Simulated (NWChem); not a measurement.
Geometry relaxation of GeHF3 (part 1 of 4)

System: GeHF3.
Method: HF/6-31G*, RHF (NWChem 7.3.0).

The geometry comes from this level: PBE0-D4/def2-TZVP.

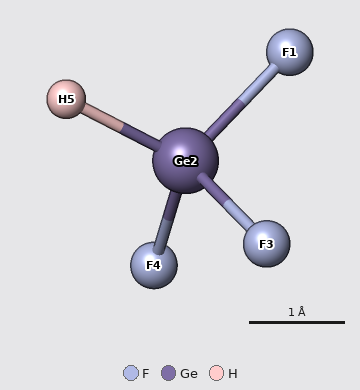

**Figure 1.** The input geometry (ball-and-stick view, seen at a tilt; atoms are numbered from 1 in the order of the input). Sticks mark near contacts.

Input
```
start run
title "F3GeH optimise"
memory stack 880 mb heap 220 mb global 1100 mb
geometry
  load run.xyz
end
basis spherical bse
  * library 6-31G*
end
scf
  singlet
  rhf
  thresh 1e-07
  maxiter 80
  print low
end
driver
  maxiter 60
end
freq
  temp 2 298.15 500
end
task scf optimize
task scf frequencies
```

File run.xyz
```
5
F3GeH optimise
F     -0.249800    -0.734100     1.483000
Ge     0.095600    -0.008700    -0.023300
F     -0.673100     1.515700    -0.011300
F     -0.708100    -0.944000    -1.204000
H      1.585200     0.097300    -0.285700
```

Run as:
```bash
nwchem run.nw > run.out
```

What the program printed
```
Northwest Computational Chemistry Package (NWChem) 7.3.0
             --------------------------------------------------------

           Job information
           ---------------

    nwchem branch   = 7.3.0
    use scalapack   = T
    input           = run.nw
    prefix          = run.
    data base       = ./run.db
    status          = startup
    nproc           =        1

           Memory information
           ------------------

    heap     =     28835838 doubles =      220.0 Mbytes
    stack    =    115343355 doubles =      880.0 Mbytes
    global   =    144179200 doubles =     1100.0 Mbytes (distinct from heap & stack)
    total    =    288358393 doubles =     2200.0 Mbytes
    verify   = yes
    hardfail = no

           Directory information
           ---------------------

  0 permanent = .
  0 scratch   = .

                                NWChem Input Module
                                -------------------

                                  F3GeH optimise
                                  --------------

 Scaling coordinates for geometry "geometry" by  1.889725989
 (inverse scale =  0.529177249)

 C3  symmetry detected

          ------
          auto-z
          ------
  Looking for out-of-plane bends
  no constraints, skipping    0.0000000000000000
  no constraints, skipping    0.0000000000000000

                             Geometry "geometry" -> ""
                             -------------------------

 Output coordinates in angstroms (scale by  1.889725989 to convert to a.u.)

  No.       Tag          Charge          X              Y              Z
 ---- ---------------- ---------- -------------- -------------- --------------
    1 F                    9.0000    -1.10073529     1.13122844    -0.38314700
    2 Ge                  32.0000    -0.00000000     0.00000000     0.26753710
    3 F                    9.0000     1.53004021     0.38765051    -0.38314700
    4 F                    9.0000    -0.42930492    -1.51887895    -0.38314700
    5 H                    1.0000    -0.00000000     0.00000000     1.78378178

      Atomic Mass
      -----------

      F                 18.998400
      Ge                73.921900
      H                  1.007825

 Effective nuclear repulsion energy (a.u.)     331.3393958775

            Nuclear Dipole moment (a.u.)
            ----------------------------
        X                 Y               Z
 ---------------- ---------------- ----------------
     0.0000000000     0.0000000000     0.0000000000

      Symmetry information
      --------------------

 Group name             C3
 Group number              5
 Group order               3
 No. of unique centers     3

      Symmetry unique atoms

     1    2    5

                                Z-matrix (autoz)
                                --------

 Units are Angstrom for bonds and degrees for angles

      Type          Name      I     J     K     L     M      Value
      ----------- --------  ----- ----- ----- ----- ----- ----------
    1 Stretch                  1     2                       1.70725
    2 Stretch                  2     3                       1.70725
    3 Stretch                  2     4                       1.70725
    4 Stretch                  2     5                       1.51624
    5 Bend                     1     2     3               106.38610
    6 Bend                     1     2     4               106.38610
    7 Bend                     1     2     5               112.40376
    8 Bend                     3     2     4               106.38610
    9 Bend                     3     2     5               112.40376
   10 Bend                     4     2     5               112.40376

            XYZ format geometry
            -------------------
     5
 geometry
 F                    -1.10073529     1.13122844    -0.38314700
 Ge                   -0.00000000     0.00000000     0.26753710
 F                     1.53004021     0.38765051    -0.38314700
 F                    -0.42930492    -1.51887895    -0.38314700
 H                    -0.00000000     0.00000000     1.78378178

 ==============================================================================
                                internuclear distances
 ------------------------------------------------------------------------------
       center one      |      center two      | atomic units |  angstroms
 ------------------------------------------------------------------------------
    2 Ge               |   1 F                |     3.22623  |     1.70725
    3 F                |   2 Ge               |     3.22623  |     1.70725
    4 F                |   2 Ge               |     3.22623  |     1.70725
    5 H                |   2 Ge               |     2.86529  |     1.51624
 ------------------------------------------------------------------------------
                         number of included internuclear distances:          4
 ==============================================================================

 ==============================================================================
                                 internuclear angles
 ------------------------------------------------------------------------------
        center 1       |       center 2       |       center 3       |  degrees
 ------------------------------------------------------------------------------
    1 F                |   2 Ge               |   3 F                |   106.39
    1 F                |   2 Ge               |   4 F                |   106.39
    1 F                |   2 Ge               |   5 H                |   112.40
    3 F                |   2 Ge               |   4 F                |   106.39
    3 F                |   2 Ge               |   5 H                |   112.40
    4 F                |   2 Ge               |   5 H                |   112.40
 ------------------------------------------------------------------------------
                            number of included internuclear angles:          6
 ==============================================================================

 Summary of "ao basis" -> "" (spherical)
 ------------------------------------------------------------------------------
       Tag                 Description            Shells   Functions and Types
 ---------------- ------------------------------  ------  ---------------------
 *                           6-31G*                   on all atoms

                           NWChem Geometry Optimization
                           ----------------------------

                                  F3GeH optimise

  no constraints, skipping    0.0000000000000000
 maximum gradient threshold         (gmax) =   0.000450
 rms gradient threshold             (grms) =   0.000300
 maximum cartesian step threshold   (xmax) =   0.001800
 rms cartesian step threshold       (xrms) =   0.001200
 fixed trust radius                (trust) =   0.300000
 maximum step size to saddle      (sadstp) =   0.100000
 energy precision                  (eprec) =   1.0D-07
 maximum number of steps          (nptopt) =   60
 initial hessian option           (inhess) =    0
 line search option               (linopt) =    1
 hessian update option            (modupd) =    1
 saddle point option              (modsad) =    0
 initial eigen-mode to follow     (moddir) =    0
 initial variable to follow       (vardir) =    0
 follow first negative mode     (firstneg) =    T
 apply conjugacy                    (opcg) =    F
 source of zmatrix                         =   autoz

          -------------------
          Energy Minimization
          -------------------

 Names of Z-matrix variables
    1              2              3              4              5
    6              7              8              9             10

 Variables with the same non-blank name are constrained to be equal

 Using diagonal initial Hessian
 Scaling for Hessian diagonals: bonds = 1.00  angles = 0.25  torsions = 0.10

          --------
          Step   0
          --------

                         Geometry "geometry" -> "geometry"
                         ---------------------------------

 Output coordinates in angstroms (scale by  1.889725989 to convert to a.u.)

  No.       Tag          Charge          X              Y              Z
 ---- ---------------- ---------- -------------- -------------- --------------
    1 F                    9.0000    -1.10073529     1.13122844    -0.38314700
    2 Ge                  32.0000    -0.00000000     0.00000000     0.26753710
    3 F                    9.0000     1.53004021     0.38765051    -0.38314700
    4 F                    9.0000    -0.42930492    -1.51887895    -0.38314700
    5 H                    1.0000    -0.00000000     0.00000000     1.78378178

      Atomic Mass
      -----------

      F                 18.998400
      Ge                73.921900
      H                  1.007825

 Effective nuclear repulsion energy (a.u.)     331.3393958775

            Nuclear Dipole moment (a.u.)
            ----------------------------
        X                 Y               Z
 ---------------- ---------------- ----------------
     0.0000000000     0.0000000000     0.0000000000

      Symmetry information
      --------------------

 Group name             C3
 Group number              5
 Group order               3
 No. of unique centers     3

      Symmetry unique atoms

     1    2    5

                      Basis "ao basis" -> "ao basis" (spherical)
                      -----
  [basis functions not shown]

 Summary of "ao basis" -> "ao basis" (spherical)
 ------------------------------------------------------------------------------
       Tag                 Description            Shells   Functions and Types
 ---------------- ------------------------------  ------  ---------------------
 F                           6-31G*                  6       14   3s2p1d
 Ge                          6-31G*                 12       32   5s4p3d
 H                           6-31G*                  2        2   2s

                                 NWChem SCF Module
                                 -----------------

                                  F3GeH optimise

  ao basis        = "ao basis"
  functions       =    76
  atoms           =     5
  closed shells   =    30
  open shells     =     0
  charge          =   0.00
  wavefunction    = RHF
  input vectors   = atomic
  output vectors  = ./run.movecs
  use symmetry    = T
  symmetry adapt  = T

 Forming initial guess at       0.0s

 Starting SCF solution at       0.3s

       Final RHF  results
       ------------------

         Total SCF energy =  -2374.079402102270
      One-electron energy =  -3972.472976341850
      Two-electron energy =   1267.054178362124
 Nuclear repulsion energy =    331.339395877455

        Time for solution =      5.5s

                              NWChem Gradients Module
                              -----------------------

                         RHF ENERGY GRADIENTS

    atom               coordinates                        gradient
                 x          y          z           x          y          z
   1 F      -2.080088   2.137712  -0.724043   -0.007062   0.007258  -0.004155
   2 Ge     -0.000000   0.000000   0.505572    0.000000   0.000000   0.011603
   3 F       2.891357   0.732553  -0.724043    0.009817   0.002487  -0.004155
   4 F      -0.811269  -2.870265  -0.724043   -0.002754  -0.009745  -0.004155
   5 H      -0.000000   0.000000   3.370859   -0.000000   0.000000   0.000862

  no constraints, skipping    0.0000000000000000

@ ---- ---------------- -------- -------- -------- -------- -------- --------
@    0   -2374.07940210  0.0D+00  0.01095  0.00600  0.00000  0.00000      7.6

                                Z-matrix (autoz)
                                --------

 Units are Angstrom for bonds and degrees for angles

      Type          Name      I     J     K     L     M      Value     Gradient
      ----------- --------  ----- ----- ----- ----- ----- ---------- ----------
    1 Stretch                  1     2                       1.70725    0.01095
    2 Stretch                  2     3                       1.70725    0.01095
    3 Stretch                  2     4                       1.70725    0.01095
    4 Stretch                  2     5                       1.51624    0.00086
    5 Bend                     1     2     3               106.38610    0.00002
    6 Bend                     1     2     4               106.38610    0.00002
    7 Bend                     1     2     5               112.40376   -0.00001
    8 Bend                     3     2     4               106.38610    0.00002
    9 Bend                     3     2     5               112.40376   -0.00001
   10 Bend                     4     2     5               112.40376   -0.00001

  no constraints, skipping    0.0000000000000000
  no constraints, skipping    0.0000000000000000
  no constraints, skipping    0.0000000000000000
  no constraints, skipping    0.0000000000000000
                                 NWChem SCF Module
                                 -----------------

                                  F3GeH optimise

  ao basis        = "ao basis"
  functions       =    76
  atoms           =     5
  closed shells   =    30
  open shells     =     0
  charge          =   0.00
  wavefunction    = RHF
  input vectors   = ./run.movecs
  output vectors  = ./run.movecs
  use symmetry    = T
  symmetry adapt  = T

 Forming initial guess at       7.6s

 Starting SCF solution at       7.6s

       Final RHF  results
       ------------------

         Total SCF energy =  -2374.079867193580
      One-electron energy =  -3977.566431438836
      Two-electron energy =   1269.614483731427
 Nuclear repulsion energy =    333.872080513830

        Time for solution =      4.4s

 Line search:
     step= 1.00 grad=-8.4D-04 hess= 3.7D-04 energy=  -2374.079867 mode=downhill
 new step= 1.13                   predicted energy=  -2374.079873
  no constraints, skipping    0.0000000000000000
  no constraints, skipping    0.0000000000000000
  no constraints, skipping    0.0000000000000000
  no constraints, skipping    0.0000000000000000

          --------
          Step   1
          --------

                         Geometry "geometry" -> "geometry"
                         ---------------------------------

 Output coordinates in angstroms (scale by  1.889725989 to convert to a.u.)

  No.       Tag          Charge          X              Y              Z
 ---- ---------------- ---------- -------------- -------------- --------------
    1 F                    9.0000    -1.09091416     1.12113523    -0.38063116
    2 Ge                  32.0000    -0.00000000     0.00000000     0.26447210
    3 F                    9.0000     1.51638867     0.38419176    -0.38063116
    4 F                    9.0000    -0.42547451    -1.50532699    -0.38063116
    5 H                    1.0000     0.00000000     0.00000000     1.77929925

      Atomic Mass
      -----------

      F                 18.998400
      Ge                73.921900
      H                  1.007825

 Effective nuclear repulsion energy (a.u.)     334.1984316329

            Nuclear Dipole moment (a.u.)
            ----------------------------
        X                 Y               Z
 ---------------- ---------------- ----------------
    -0.0000000000     0.0000000000    -0.0654502626

      Symmetry information
      --------------------

 Group name             C3
 Group number              5
 Group order               3
 No. of unique centers     3

      Symmetry unique atoms

     1    2    5

                                 NWChem SCF Module
                                 -----------------

                                  F3GeH optimise

  ao basis        = "ao basis"
  functions       =    76
  atoms           =     5
  closed shells   =    30
  open shells     =     0
  charge          =   0.00
  wavefunction    = RHF
  input vectors   = ./run.movecs
  output vectors  = ./run.movecs
  use symmetry    = T
  symmetry adapt  = T

 Forming initial guess at      12.0s

 Starting SCF solution at      12.0s

       Final RHF  results
       ------------------

         Total SCF energy =  -2374.079871830446
      One-electron energy =  -3978.222633607631
      Two-electron energy =   1269.944330144307
 Nuclear repulsion energy =    334.198431632877

        Time for solution =      3.7s

                              NWChem Gradients Module
                              -----------------------

                         RHF ENERGY GRADIENTS

    atom               coordinates                        gradient
                 x          y          z           x          y          z
   1 F      -2.061529   2.118638  -0.719289    0.000154  -0.000158  -0.000076
   2 Ge     -0.000000   0.000000   0.499780    0.000000   0.000000   0.000248
   3 F       2.865559   0.726017  -0.719289   -0.000214  -0.000054  -0.000076
   4 F      -0.804030  -2.844656  -0.719289    0.000060   0.000213  -0.000076
   5 H       0.000000   0.000000   3.362388    0.000000   0.000000  -0.000021

  no constraints, skipping    0.0000000000000000

  ---- ---------------- -------- -------- -------- -------- -------- --------
@    1   -2374.07987183 -4.7D-04  0.00018  0.00014  0.01238  0.02580     17.5
                                     ok       ok

                                Z-matrix (autoz)
                                --------

 Units are Angstrom for bonds and degrees for angles
```
